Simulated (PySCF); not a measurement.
# CISD/STO-6G run of PF3 (SMILES FP(F)F)

Aim: the energy change on altering one bond length of PF3 at CISD/STO-6G, from 2 runs. The job is set up through a Python script.

Program for the calculation: PySCF 2.14.0.

10 further runs of the same task are left out: 3 that didn't finish, 7 set aside as unsound or not needed.

## 1. The system as given

PF3: 4 atoms, total charge 0, spin state singlet. As SMILES, `FP(F)F`. The coordinates come from a GFN2-xTB relaxation.

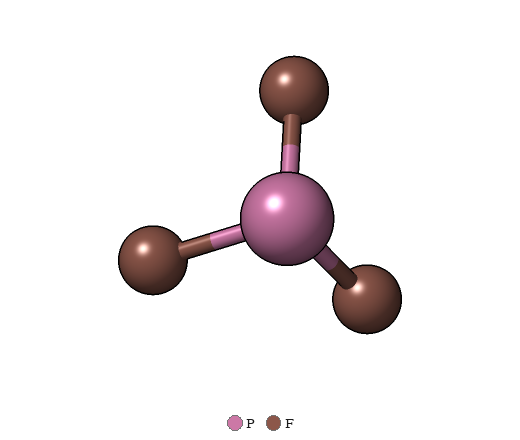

Viewed from a chosen angle; phosphorus pink, fluorine brown.

## 2. A single-point energy at CISD/STO-6G

File run.py:

```python
# PF3
from pyscf import gto, ci

mol = gto.Mole()
mol.atom = '''
P     -0.008749     0.009619     1.213752
F      2.550393    -0.055860    -0.383898
F     -1.225468     2.230349    -0.431217
F     -1.316194    -2.184108    -0.398638
'''
mol.basis = 'sto-6g'
mol.unit = 'bohr'
mol.max_memory = 1860
mol.charge = 0
mol.verbose = 4
mol.build()

calc0 = mol.RHF()
calc0.conv_tol = 1e-10
calc0.kernel()
if not calc0.converged:
    calc0 = calc0.newton().run(calc0.mo_coeff, calc0.mo_occ)

cisd = ci.CISD(calc0, frozen=8)
cisd.kernel()
e_tot = cisd.e_tot
print(f'total energy: {e_tot:.8f} hartree')
```

Launch:

```console
$ OMP_NUM_THREADS=1 python run.py
```

Log:

```text
PySCF version 2.14.0

[INPUT] num. atoms = 4
[INPUT] num. electrons = 42
[INPUT] charge = 0
[INPUT] spin (= nelec alpha-beta = 2S) = 0
[INPUT] symmetry False subgroup None
[INPUT] Mole.unit = bohr
[INPUT] Symbol           X                Y                Z      unit          X                Y                Z       unit  Magmom
[INPUT]  1 P     -0.004629771418   0.005090155592   0.642289898109 AA   -0.008749000000   0.009619000000   1.213752000000 Bohr   0.0
[INPUT]  2 F      1.349609854490  -0.029559839002  -0.203150072918 AA    2.550393000000  -0.055860000000  -0.383898000000 Bohr   0.0
[INPUT]  3 F     -0.648489738312   1.180249863198  -0.228190209361 AA   -1.225468000000   2.230349000000  -0.431217000000 Bohr   0.0
[INPUT]  4 F     -0.696499869950  -1.155780179788  -0.210950145007 AA   -1.316194000000  -2.184108000000  -0.398638000000 Bohr   0.0

nuclear repulsion = 189.190307909272
number of shells = 14
number of NR pGTOs = 144
number of NR cGTOs = 24
basis = sto-6g
ecp = {}

******** <class 'pyscf.scf.hf.RHF'> ********
method = RHF
initial guess = minao
damping factor = 0
level_shift factor = 0
DIIS = <class 'pyscf.scf.diis.CDIIS'>
diis_start_cycle = 1
diis_space = 8
diis_damp = 0
SCF conv_tol = 1e-10
SCF conv_tol_grad = None
SCF max_cycles = 50
direct_scf = True
direct_scf_tol = 1e-13
Set gradient conv threshold to 1e-05
Initial guess from minao.
init E= -636.550629489311
  HOMO = -0.351766431896631  LUMO = 0.177485166554412  gap/eV = 14.40167
cycle= 1 E= -636.289229663168  delta_E= 0.261  |g|= 0.515  |ddm|= 2.62
  HOMO = -0.323774039831867  LUMO = 0.331468818610878  gap/eV = 17.83007
cycle= 2 E= -636.421784407227  delta_E= -0.133  |g|= 0.112  |ddm|= 1.08
  HOMO = -0.329415063869839  LUMO = 0.385299405566742  gap/eV = 19.44837
cycle= 3 E= -636.427698655932  delta_E= -0.00591  |g|= 0.0344  |ddm|= 0.181
  HOMO = -0.328961384068892  LUMO = 0.393511398029297  gap/eV = 19.65949
cycle= 4 E= -636.428831609234  delta_E= -0.00113  |g|= 0.0037  |ddm|= 0.13
  HOMO = -0.328253763169045  LUMO = 0.393069279833527  gap/eV = 19.62820
cycle= 5 E= -636.428843445444  delta_E= -1.18e-05  |g|= 0.00054  |ddm|= 0.0119
  HOMO = -0.328378704919648  LUMO = 0.39318285371328  gap/eV = 19.63469
cycle= 6 E= -636.428843663396  delta_E= -2.18e-07  |g|= 9.15e-05  |ddm|= 0.00154
  HOMO = -0.328350785822848  LUMO = 0.393161321758198  gap/eV = 19.63334
cycle= 7 E= -636.428843670276  delta_E= -6.88e-09  |g|= 1.95e-05  |ddm|= 0.000318
  HOMO = -0.328357528547548  LUMO = 0.393166967689324  gap/eV = 19.63368
cycle= 8 E= -636.428843670614  delta_E= -3.39e-10  |g|= 4.91e-06  |ddm|= 6.3e-05
  HOMO = -0.328358013238721  LUMO = 0.393165908109759  gap/eV = 19.63367
cycle= 9 E= -636.428843670639  delta_E= -2.49e-11  |g|= 2.42e-07  |ddm|= 1.9e-05
  HOMO = -0.328358008415602  LUMO = 0.393165901742409  gap/eV = 19.63367
Extra cycle  E= -636.42884367064  delta_E= -5.68e-13  |g|= 7.61e-08  |ddm|= 4.69e-07
converged SCF energy = -636.42884367064

******** <class 'pyscf.ci.cisd.RCISD'> ********
CISD nocc = 13, nmo = 16
frozen orbitals 8
max_cycle = 50
direct = 0
conv_tol = 1e-09
max_cycle = 50
max_space = 12
lindep = 0
nroots = 1
Init t2, MP2 energy = -0.0776701779266743
RCISD converged
E(RCISD) = -636.5241722299446  E_corr = -0.09532855930488049
total energy: -636.52417223 hartree
```

Run time: 1.2 s. Hardware: 1 thread of Arm Neoverse V1, shared host; peak memory 0.12 GiB.

## 3. The distorted shape

File run.py:

```python
from pyscf import gto, scf, ci

mol = gto.M(
    atom=[
    ('P', (0.133757, 0.237286, 0.812954)),
    ('F', (1.487997, 0.202636, -0.032486)),
    ('F', (-0.510103, 1.412446, -0.057526)),
    ('F', (-0.696500, -1.155780, -0.210950)),
],
    basis='sto-6g',
    verbose=3,
    max_memory=1860,
)

hf = scf.RHF(mol)
hf.conv_tol = 1e-10
hf.kernel()
if not hf.converged:
    hf = hf.newton().run(hf.mo_coeff, hf.mo_occ)

cisd = ci.CISD(hf, frozen=8)
cisd.kernel()
energy = cisd.e_tot
print('E(%s) = %.9f' % ('CISD', energy))
```

Launch:

```console
$ OMP_NUM_THREADS=1 python run.py
```

Log:

```text
converged SCF energy = -636.380947737256
E(RCISD) = -636.4997094007394  E_corr = -0.1187616634832909
E(CISD) = -636.499709401
```

Wall time 1.1 s (1 thread of Arm Neoverse V1, shared host); peak memory 0.1 GiB.

## 4. What came out

At CISD/STO-6G, 8 core orbitals frozen:

```
                                                         quantity          value
                                        first shape: total energy  -636.52417 Eh
                first shape: dipole moment (Hartree–Fock density)         1.76 D
                 first shape: HOMO energy (Hartree–Fock orbitals)       -8.94 eV
                 first shape: LUMO energy (Hartree–Fock orbitals)       10.70 eV
               first shape: HOMO–LUMO gap (Hartree–Fock orbitals)       19.63 eV
         first shape: correlation energy (8 core orbitals frozen)      -95.3 mEh
                                    distorted shape: total energy  -636.49971 Eh
            distorted shape: dipole moment (Hartree–Fock density)         1.92 D
             distorted shape: HOMO energy (Hartree–Fock orbitals)       -8.70 eV
             distorted shape: LUMO energy (Hartree–Fock orbitals)        7.55 eV
           distorted shape: HOMO–LUMO gap (Hartree–Fock orbitals)       16.25 eV
     distorted shape: correlation energy (8 core orbitals frozen)     -118.8 mEh
energy change with the P1–F4 bond stretched from 1.598 to 1.918 Å       0.666 eV
```

What this shows: With the P1–F4 bond stretched from 1.598 to 1.918 Å the energy rises by 0.67 eV (15.4 kcal/mol). The first shape isn't relaxed at this level, so the change isn't measured from a minimum. The minimal basis adds a large error of its own.
